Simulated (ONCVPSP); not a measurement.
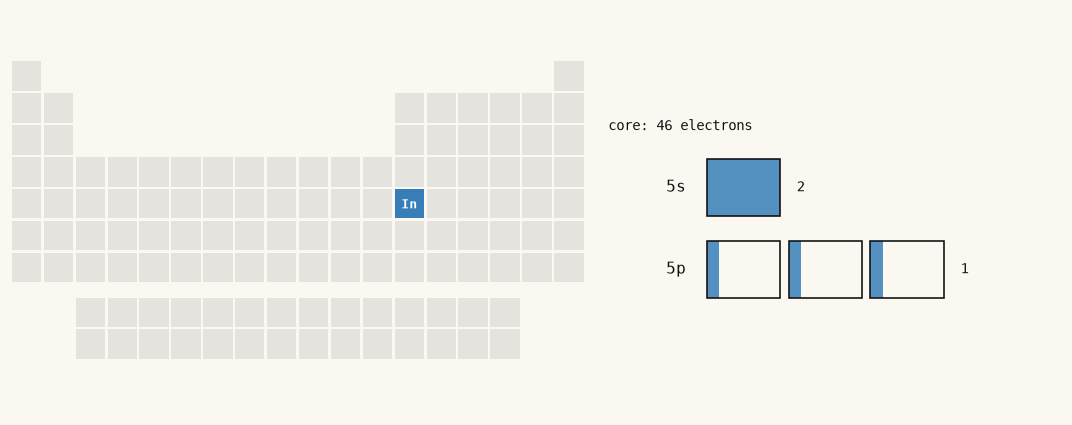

*Left, the place of indium in the periodic table; right, the valence shells of the reference configuration: a box for each of the 2l + 1 orbitals, shaded by the share of the shell that is filled, with the electron count at the right. The shells are those of the unaltered input.*

## In: pseudopotential generation

System: indium (In, Z = 49), core [Kr] 4d10, reference valence 5s2 5p1, valence charge 3. (This line and the method describe the unaltered input from which the odd one was made.)
Method: ONCV potential, LDA (Perdew-Zunger), scalar-relativistic, made with ONCVPSP 4.0.1.

**What the run reported**

| quantity | value |
| --- | --- |
| outcome | generated, with a ghost state |
| ghost flags of the generator | 1 GHOST(-), 4 GHOST(+) |
| largest excitation error printed | 55 meV |
| hardware | 1 CPU thread, shared host |
| wall time | 3.5 s |

**What is odd here**

This input holds a deliberate oddity: nproj of l = 0 set to 5. The program ran to the end. The all-electron atom is untouched: its total energy equals that from the unaltered input (−5876.4459 Ha). The pseudo-atom's total energy is unchanged, but its ghost flags differ from those of the unaltered input. The potential has a bound ghost state, so it can't be used as it stands.

**Input file**
```
# ATOM AND REFERENCE CONFIGURATION
# atsym  z   nc   nv     iexc    psfile
  In 49.00    9    2        3      upf
#
#   n    l    f
    1    0    2.00
    2    0    2.00
    2    1    6.00
    3    0    2.00
    3    1    6.00
    3    2   10.00
    4    0    2.00
    4    1    6.00
    4    2   10.00
    5    0    2.00
    5    1    1.00
#
# PSEUDOPOTENTIAL AND OPTIMIZATION
# lmax
    1
#
#   l,   rc,      ep,       ncon, nbas, qcut
    0    1.85    0.00    4    8    3.10
    1    2.90    0.00    3    7    2.30
#
# LOCAL POTENTIAL
# lloc, lpopt,  rc(5),   dvloc0
    4    5    1.60    2.00
#
# VANDERBILT-KLEINMAN-BYLANDER PROJECTORs
# l, nproj, debl
    0    5    3.40
    1    2    3.40
#
# MODEL CORE CHARGE
# icmod, fcfact, rcfact
    3    2.75    1.15
#
# LOG DERIVATIVE ANALYSIS
# epsh1, epsh2, depsh
   -2.00    5.00    0.02
#
# OUTPUT GRID
# rlmax, drl
    6.00    0.01
#
# TEST CONFIGURATIONS
# ncnf
    4
# nvcnf
#   n    l    f
    2
    5    0    2.00
    5    1    0.00
#
    2
    5    0    1.00
    5    1    0.00
#
    2
    5    0    2.00
    5    1    0.50
#
    2
    5    0    0.00
    5    1    3.00
#
```

Command:
```bash
oncvpsp.x < In.dat > In.out
```

**Output (extracts)**
```
ONCVPSP  (Optimized Norm-Conservinng Vanderbilt PSeudopotential)
scalar-relativistic version 4.0.1

#   n    l    f        energy (Ha)
    1    0    2.00    -1.0187340E+03
    2    0    2.00    -1.5256767E+02
    2    1    6.00    -1.3702337E+02
    3    0    2.00    -2.8931454E+01
    3    1    6.00    -2.3840750E+01
    3    2   10.00    -1.5912941E+01
    4    0    2.00    -4.3901324E+00
    4    1    6.00    -2.8681265E+00
    4    2   10.00    -6.8762377E-01
    5    0    2.00    -3.1187459E-01
    5    1    1.00    -9.9333774E-02

Reference configufation results
  iterations    23
  all-electron total energy (Ha)   -5.87644588D+03

Begin loop to  construct optimized pseudo wave functions
and semi-local pseudopoentials for all angular momenta

   Wellstate for l =  0  n =  7
     eigenvalue =   3.0881
     asymptotic potential =   3.5881
     half-point radius =  3.4031

   Wellstate for l =  0  n =  8
     eigenvalue =   6.4881
     asymptotic potential =   6.9881
     half-point radius =  3.1938

   Wellstate for l =  0  n =  9
     eigenvalue =   9.8881
     asymptotic potential =  10.3881
     half-point radius =  3.1967

   Wellstate for l =  0  n = 10
     eigenvalue =  13.2881
     asymptotic potential =  13.7881
     half-point radius =  3.2478

Calculating optimized projector #   1

 for l=   0

    Fraction of norm inside rc  0.218159
    Optimizing pswf for qcut=   3.11 a_B^-1,  ecut=   4.83 Ha
    Residual kinetic energy error=  1.74D-03 Ha

    Energy error per electron        Cutoff
         Ha          eV             Ha
         0.01000     0.27211        3.45
         0.00100     0.02721        5.61
         0.00010     0.00272       18.78
         0.00001     0.00027       46.82

Calculating optimized projector #   2

 for l=   0

    Fraction of norm inside rc  0.112056
    Optimizing pswf for qcut=   3.11 a_B^-1,  ecut=   4.83 Ha
    Residual kinetic energy error=  1.65D-01 Ha

    Energy error per electron        Cutoff
         Ha          eV             Ha
         0.01000     0.27211       12.40
         0.00100     0.02721       58.25
         0.00010     0.00272       70.60
         0.00001     0.00027       94.16

Calculating optimized projector #   3

 for l=   0

    Fraction of norm inside rc  0.090875
    Optimizing pswf for qcut=   3.11 a_B^-1,  ecut=   4.83 Ha
    Residual kinetic energy error=  5.57D-01 Ha

    Energy error per electron        Cutoff
         Ha          eV             Ha
         0.01000     0.27211       50.65
         0.00100     0.02721       85.80
         0.00010     0.00272       95.96
         0.00001     0.00027      126.71

Calculating optimized projector #   4

 for l=   0

    Fraction of norm inside rc  0.085622
    Optimizing pswf for qcut=   3.11 a_B^-1,  ecut=   4.83 Ha
    Residual kinetic energy error=  1.24D+00 Ha

    Energy error per electron        Cutoff
         Ha          eV             Ha
         0.01000     0.27211       68.84
         0.00100     0.02721      108.55
         0.00010     0.00272      134.82
         0.00001     0.00027      192.97

Calculating optimized projector #   5

 for l=   0

    Fraction of norm inside rc  0.065213
    Optimizing pswf for qcut=   3.11 a_B^-1,  ecut=   4.83 Ha
    Residual kinetic energy error=  1.52D+00 Ha

    Energy error per electron        Cutoff
         Ha          eV             Ha
         0.01000     0.27211       91.49
         0.00100     0.02721      131.14
         0.00010     0.00272      165.26
         0.00001     0.00027      240.52

   Wellstate for l =  1  n =  8
     eigenvalue =   3.3007
     asymptotic potential =   3.8007
     half-point radius =  4.6924

Calculating optimized projector #   1

 for l=   1

    Fraction of norm inside rc  0.354538
    Optimizing pswf for qcut=   2.30 a_B^-1,  ecut=   2.64 Ha
    Residual kinetic energy error=  2.51D-04 Ha

    Energy error per electron        Cutoff
         Ha          eV             Ha
         0.01000     0.27211        0.92
         0.00100     0.02721        1.58
         0.00010     0.00272        7.68
         0.00001     0.00027       20.91

Calculating optimized projector #   2

 for l=   1

    Fraction of norm inside rc  0.207848
    Optimizing pswf for qcut=   2.30 a_B^-1,  ecut=   2.64 Ha
    Residual kinetic energy error=  7.63D-01 Ha

    Energy error per electron        Cutoff
         Ha          eV             Ha
         0.01000     0.27211        7.90
         0.00100     0.02721       21.71
         0.00010     0.00272       34.23
         0.00001     0.00027       69.23

Construct Vanderbilt / Kleinmman-Bylander projectors

B matrix Hermiticity error, ll=   0
   1   2   -2.2513E-04
   1   3    3.6657E-04
   2   3    2.3966E-04
   1   4   -3.4950E-04
   2   4   -3.7800E-04
   3   4    2.7928E-04
   1   5    3.1735E-04
   2   5    4.1916E-04
   3   5   -4.6811E-04
   4   5    2.9696E-04

  Orthonormal projector coefficients -7.2599E+01 -3.7829E+01  1.8991E+01  7.1579E+00  1.2939E+00

B matrix Hermiticity error, ll=   1
   1   2    7.8051E-05

  Orthonormal projector coefficients  3.5041E+00  6.9246E-01

Model core correction analysis
  based on d2Exc/dn_idn_j

d2excae - all-electron derivatives

   -2.378968D-02   -1.939860D-02
   -1.939424D-02   -2.462423D-02

d2excps - pseudofunction derivatives with no core correction

   -4.094258D-02   -2.696253D-02
   -2.696466D-02   -2.839563D-02

rms 2nd derivative error    1.028311E-02

rmatch, rhocmatch    2.1739    0.2626

Teter function model core charge with specified parameters

d2excps - pseudofunction derivatives with core correction

   -3.476400D-02   -2.433461D-02
   -2.433270D-02   -2.719573D-02

rms 2nd derivative error    6.629495E-03

Pseudoatom total energy   -1.974386

Diagnostic tests using Vanderbilt-Kleinman-Bylander pseudopotentials
  1 or more projectors used as specified by nproj input data

   l    rcore       rmatch      e in        delta e   norm test  slope test

   0   1.8607365   1.9172325  -0.3118746  -0.0000023   1.0000209   1.0000365
   0   1.8607365   1.9172325   3.0881254   0.0000003   1.0003328   1.0003328
   0   1.8607365   1.9172325   6.4881254   0.0002228   1.0004108   1.0004108
   0   1.8607365   1.9172325   9.8881254   0.0002302   1.0005862   1.0005862
   0   1.8607365   1.9172325  13.2881254   0.0000236   1.0006764   1.0006764

   1   2.9142945   3.0027788  -0.0993338   0.0000198   1.0000615   1.0015268
   1   2.9142945   3.0027788   3.3006662   0.0002146   1.0002117   1.0002117

 Testing for bound ghosts
   n   l    E NL Schr. Eq   E Basis Diag.   E Cutoff

       0                       -4.386819    160.56  WARNING - GHOST(-)
   1   0       -0.311877       -0.301358    160.56

   2   1       -0.099314       -0.096094     26.01

 Testing for highly-localized positive-energy ghosts
       l    <radius>/rc     E Basis Diag.   E Cutoff

       0        0.524675       20.042165    160.56  WARNING - GHOST(+)

       0        0.669932       40.624276    160.56  WARNING - GHOST(+)

       0        0.863419       68.146373    160.56  WARNING - GHOST(+)

       1        0.654982        4.210924     26.01  WARNING - GHOST(+)

Test configuration 0

   n   l     f        eae           eps        diff
   1   0  2.0000-1018.73400488
   2   0  2.0000 -152.56766628
   2   1  6.0000 -137.02337375
   3   0  2.0000  -28.93145366
   3   1  6.0000  -23.84075009
   3   2 10.0000  -15.91294082
   4   0  2.0000   -4.39013242
   4   1  6.0000   -2.86812653
   4   2 10.0000   -0.68762377
   5   0  2.0000   -0.31187459   -0.31187693   -2.34D-06
   5   1  1.0000   -0.09933377   -0.09931402    1.98D-05

    Total energies and differences
      AE_ref= -5.87644588D+03  AE_tst= -5.87644588D+03  dif=  0.00D+00
      PS_ref= -1.97438576D+00  PS_tst= -1.97438576D+00  dif= -2.00D-15
      PSP excitation error=  2.00D-15

Test configuration 1

   n   l     f        eae           eps        diff
   1   0  2.0000-1019.01354268
   2   0  2.0000 -152.84560382
   2   1  6.0000 -137.30151117
   3   0  2.0000  -29.20926530
   3   1  6.0000  -24.11857741
   3   2 10.0000  -16.19068006
   4   0  2.0000   -4.66806934
   4   1  6.0000   -3.14616849
   4   2 10.0000   -0.96475373
   5   0  2.0000   -0.56255702   -0.56287718   -3.20D-04

    Total energies and differences
      AE_ref= -5.87644588D+03  AE_tst= -5.87624028D+03  dif=  2.06D-01
      PS_ref= -1.97438576D+00  PS_tst= -1.76892955D+00  dif=  2.05D-01
      PSP excitation error=  1.37D-04

Test configuration 2

   n   l     f        eae           eps        diff
   1   0  2.0000-1019.40910127
   2   0  2.0000 -153.23644526
   2   1  6.0000 -137.69264649
   3   0  2.0000  -29.60060977
   3   1  6.0000  -24.50990945
   3   2 10.0000  -16.58170654
   4   0  2.0000   -5.05926656
   4   1  6.0000   -3.53717260
   4   2 10.0000   -1.35073203
   5   0  1.0000   -0.88666520   -0.88448491    2.18D-03

    Total energies and differences
      AE_ref= -5.87644588D+03  AE_tst= -5.87551776D+03  dif=  9.28D-01
      PS_ref= -1.97438576D+00  PS_tst= -1.04666768D+00  dif=  9.28D-01
      PSP excitation error=  3.98D-04

Test configuration 3

   n   l     f        eae           eps        diff
   1   0  2.0000-1018.86470107
   2   0  2.0000 -152.69778226
   2   1  6.0000 -137.15356493
   3   0  2.0000  -29.06153303
   3   1  6.0000  -23.97083571
   3   2 10.0000  -16.04299261
   4   0  2.0000   -4.52031394
   4   1  6.0000   -2.99836312
   4   2 10.0000   -0.81756877
   5   0  2.0000   -0.43090826   -0.43102011   -1.12D-04
   5   1  0.5000   -0.20372963   -0.20354393    1.86D-04

    Total energies and differences
      AE_ref= -5.87644588D+03  AE_tst= -5.87637071D+03  dif=  7.52D-02
      PS_ref= -1.97438576D+00  PS_tst= -1.89924769D+00  dif=  7.51D-02
      PSP excitation error=  3.25D-05

Test configuration 4

   n   l     f        eae           eps        diff
   1   0  2.0000-1018.85072845
   2   0  2.0000 -152.68175638
   2   1  6.0000 -137.13733772
   3   0  2.0000  -29.04716405
   3   1  6.0000  -23.95639626
   3   2 10.0000  -16.02830607
   4   0  2.0000   -4.50675906
   4   1  6.0000   -2.98453508
   4   2 10.0000   -0.79951789
   5   1  3.0000   -0.14676341   -0.14701532   -2.52D-04

    Total energies and differences
      AE_ref= -5.87644588D+03  AE_tst= -5.87599891D+03  dif=  4.47D-01
      PS_ref= -1.97438576D+00  PS_tst= -1.52945011D+00  dif=  4.45D-01
      PSP excitation error=  2.03D-03
```
